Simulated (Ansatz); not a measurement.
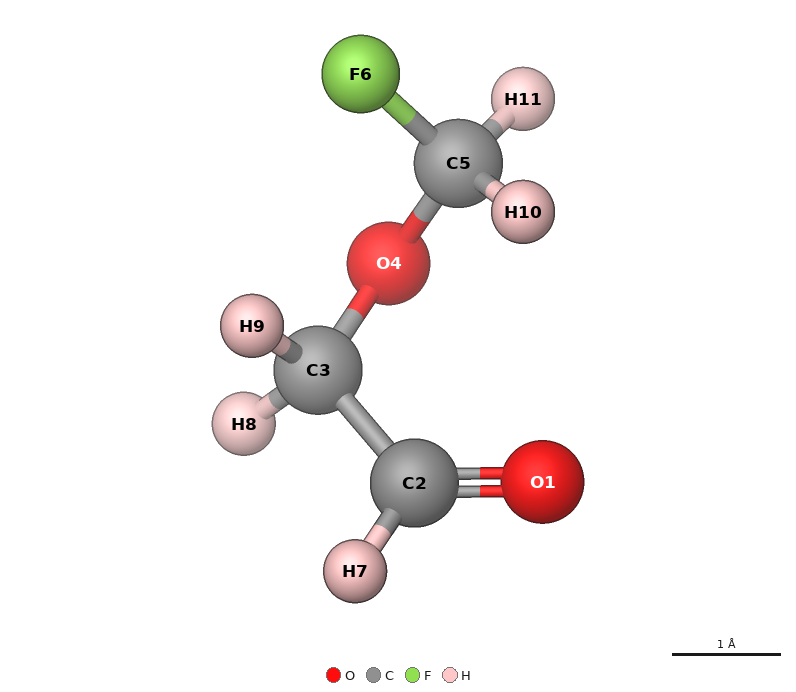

Orthographic view. Depth is shown by fading: the farther an atom, the more it takes the colour of the background. The computed structure is the end point of a PBE0-D4/def2-TZVP optimisation. No frequency run is at hand to confirm it as a minimum.

Write a Z-matrix (Å, degrees) in the order of the atom numbers, with these reference atoms: 2 to 1; 3 to 2, 1; 4 to 3, 2, 1; 5 to 4, 3, 2; 6 to 5, 4, 3; 7 to 2, 1, 3; 8 to 3, 4, 5; 9 to 3, 8, 4; 10 to 5, 4, 3; 11 to 5, 10, 6.

```
O  
C    1   1.197
C    2   1.506   1   125.2
O    3   1.398   2   114.8   1     4.7
C    4   1.374   3   114.8   2   -75.9
F    5   1.383   4   110.3   3   -72.4
H    2   1.113   1   121.5   3  -179.8
H    3   1.096   4   107.5   5   164.5
H    3   1.100   8   106.1   4   120.3
H    5   1.093   4   112.6   3    47.0
H    5   1.090  10   111.9   6   118.1
```
